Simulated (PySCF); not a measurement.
# C₇H₅F₃: electronic excitations

What electronic excitations should C₇H₅F₃ (`C=C(F)C(=C)C#CC(F)F`) show?

Programs: PySCF 2.14.0, with density-fitted response routines of our own. Each step states its level of theory. These are calculated values for one molecule in the gas phase, unless marked as measured. Atoms are numbered from 0 throughout.

## 1. The starting structure

15 atoms, charge 0, multiplicity 1; geometry from: GFN2-xTB.

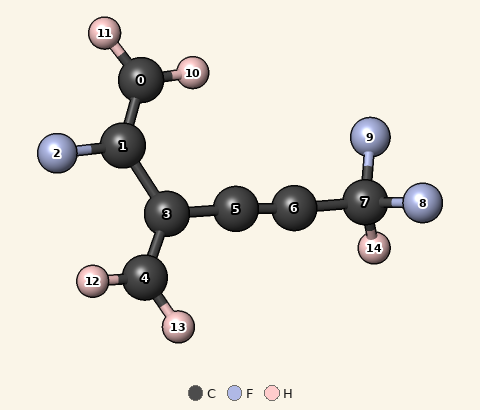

As it starts; carbon dark grey, fluorine light blue, hydrogen pink, atoms numbered.

## 2. Ultraviolet spectrum: CAM-B3LYP/def2-SVPD

The job: settings as JSON, then the geometry in Å.

```
{"job": {"kind": "uv", "xc": "CAM-B3LYP", "basis": "def2-SVPD", "nstates": 8, "ntriplets": 3}, "charge": 0, "multiplicity": 1}
C     -1.995080     1.243733    -0.129372
C     -1.953059    -0.080798    -0.175347
F     -3.100225    -0.775230    -0.347012
C     -0.761769    -0.923742    -0.060886
C     -0.809162    -2.260592    -0.101083
C      0.470456    -0.242299     0.104886
C      1.544463     0.285404     0.224602
C      2.798934     0.992032     0.413289
F      3.251159     0.866985     1.687359
F      2.645044     2.323540     0.189934
H     -1.097671     1.817122     0.003984
H     -2.927519     1.770669    -0.221934
H     -1.744725    -2.779756    -0.217895
H      0.083394    -2.854550    -0.014663
H      3.591346     0.625472    -0.262672
```

Method: TDDFT CAM-B3LYP/def2-SVPD, vertical, gas phase, core orbitals frozen in the response.

The run is started by

```bash
$ OMP_NUM_THREADS=1 python probes_run.py task.json out
```

The driver reads the jobs from task.json and runs them one after another.

What it wrote:

```text
coarse grid: 13960 points
cycle   1  E = -568.3142825934  dE =  1.748e+00  |g| = 8.597e-01  |ddm| = 1.527e+01
cycle   2  E = -568.2739491093  dE =  4.033e-02  |g| = 1.056e+00  |ddm| = 4.356e+00
cycle   3  E = -568.4583823421  dE = -1.844e-01  |g| = 7.725e-02  |ddm| = 1.854e+00
cycle   4  E = -568.4593597025  dE = -9.774e-04  |g| = 3.666e-02  |ddm| = 2.983e-01
cycle   5  E = -568.4596176701  dE = -2.580e-04  |g| = 1.528e-02  |ddm| = 1.426e-01
cycle   6  E = -568.4596716219  dE = -5.395e-05  |g| = 4.634e-03  |ddm| = 4.548e-02
cycle   7  E = -568.4596768679  dE = -5.246e-06  |g| = 1.284e-03  |ddm| = 1.600e-02
final grid: 140128 points
cycle   8  E = -568.5539680433  dE = -3.970e-05  |g| = 5.777e-03  |ddm| = 2.354e-01
cycle   9  E = -568.5539644513  dE =  3.592e-06  |g| = 7.502e-03  |ddm| = 2.197e-02
cycle  10  E = -568.5539742033  dE = -9.752e-06  |g| = 6.604e-04  |ddm| = 1.040e-02
cycle  11  E = -568.5539742762  dE = -7.292e-08  |g| = 3.524e-04  |ddm| = 2.057e-03
cycle  12  E = -568.5539743021  dE = -2.593e-08  |g| = 1.061e-04  |ddm| = 7.527e-04
cycle  13  E = -568.5539743050  dE = -2.869e-09  |g| = 2.307e-05  |ddm| = 3.042e-04
cycle  14  E = -568.5539743051  dE = -1.612e-10  |g| = 1.007e-05  |ddm| = 7.835e-05
converged SCF energy = -568.5539743051

Static polarisability (au): isotropic 89.739, principal 55.388 95.577 118.252

Singlet excitations
state   eV       nm        f      main configurations
  1   5.3901    230.0   0.37783   H->L 0.86
  2   5.5782    222.3   0.03711   H-2->L 0.75
  3   5.8067    213.5   0.09342   H-1->L 0.77
  4   5.9703    207.7   0.00460   H->L+1 0.48, H-1->L+1 0.21
  5   6.6658    186.0   0.11480   H->L+2 0.68
  6   6.9245    179.1   0.00426   H->L+3 0.35, H->L+1 0.34, H-1->L+1 0.12
  7   7.1989    172.2   0.01014   H->L+3 0.35, H-1->L+1 0.32, H->L+2 0.09
  8   7.3844    167.9   0.09981   H-1->L+2 0.26, H-2->L+1 0.23, H->L+3 0.10

Triplet excitations (Tamm-Dancoff, eV): 2.9852 4.2490 5.2042
```

Run time: 98 s. Hardware: 1 thread of Arm Neoverse V1, shared host; peak memory 1.2 GiB.

Frontier orbitals and where they lie:

| orbital | eV | atoms |
| --- | --- | --- |
| HOMO−3 | -12.17 | F9 19 %, F8 15 %, C7 12 % |
| HOMO−2 | -10.29 | C6 39 %, C5 38 %, C3 4 % |
| HOMO−1 | -9.79 | C6 23 %, C5 21 %, C1 15 % |
| HOMO | -8.65 | C4 22 %, C0 22 %, C3 16 % |
| LUMO | -0.92 | C4 29 %, C3 18 %, C0 12 % |
| LUMO+1 | 0.82 | C6 19 %, C5 19 %, C7 15 % |
| LUMO+2 | 1.00 | C1 16 %, C6 14 %, C5 13 % |

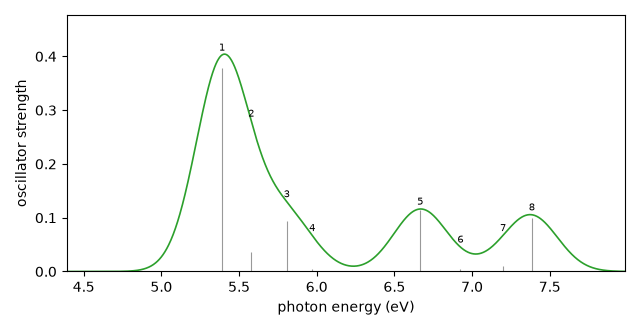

Absorption spectrum from the 8 singlet states computed; above the last one it falls off for lack of states. Lines are broadened to a width of 0.40 eV (Gaussian).

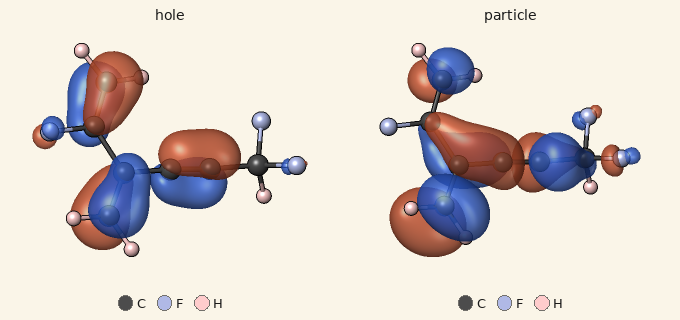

Leading natural transition orbitals of singlet state 1: the electron leaves the hole (left) for the particle orbital (right).

Further results of this job:

| property | computed |
| --- | --- |
| dipole moment (D) | 1.89 |
| polarisability (Å³) | 13.30 |
| HOMO–LUMO gap (eV) | 7.73 |
| −ε(HOMO) (eV) | 8.65 |

Orbitals, density, ELF and potential are computed afterwards from the orbital file.

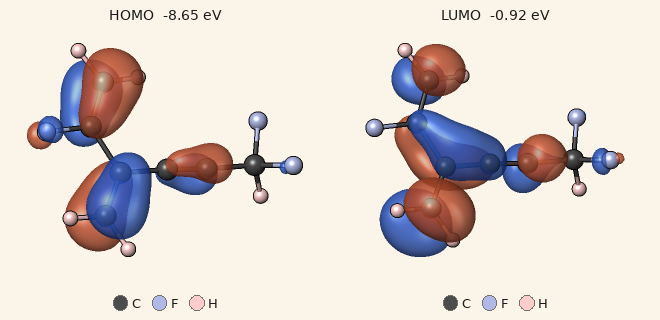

CAM-B3LYP/def2-SVPD orbitals near the gap, drawn at the value that encloses 70 % of each; the two colours are the two signs.

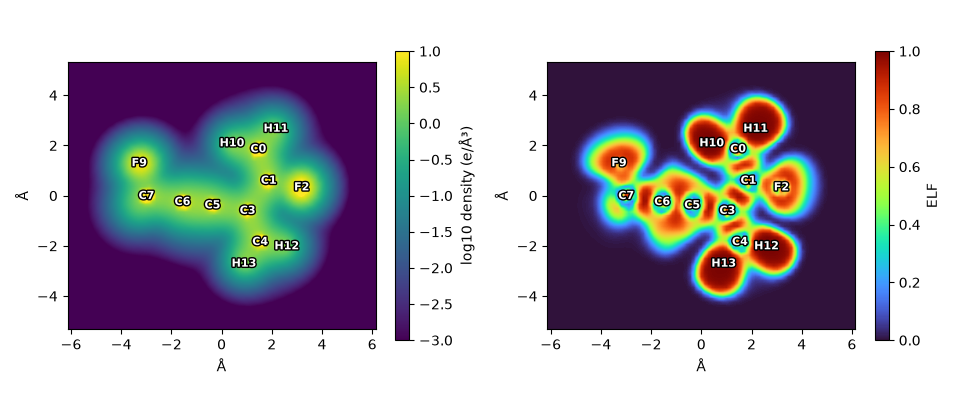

Density (left) and ELF (right) in a plane through or near 13 of the atoms.

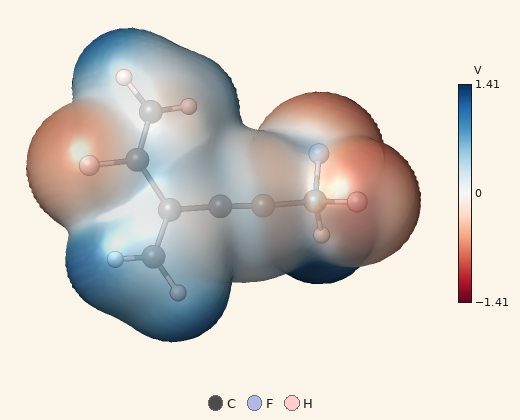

Electrostatic potential on the surface of density 0.002 e/bohr³; red is low, blue high. It runs from -0.76 V near F8 to 1.41 V near H14.

## 3. Summary of results

| quantity | value |
| --- | --- |
| lowest singlet (CAM-B3LYP/def2-SVPD) | 5.39 eV (230 nm), f = 0.378 |
| lowest triplet | 2.99 eV |
| surface potential, least and greatest | -0.76 V and 1.41 V |

What this shows: The lowest singlet, at 5.39 eV, is HOMO→LUMO 0.86 and is bright. The lowest triplet lies 2.40 eV below the lowest singlet (triplets in Tamm-Dancoff, singlets in full TDDFT). By nearest atom (CAM-B3LYP/def2-SVPD), the HOMO sits on C0, C4 about 23 % each; C1, C3 about 12 % each and the LUMO on C4 26 %; C3 16 %.
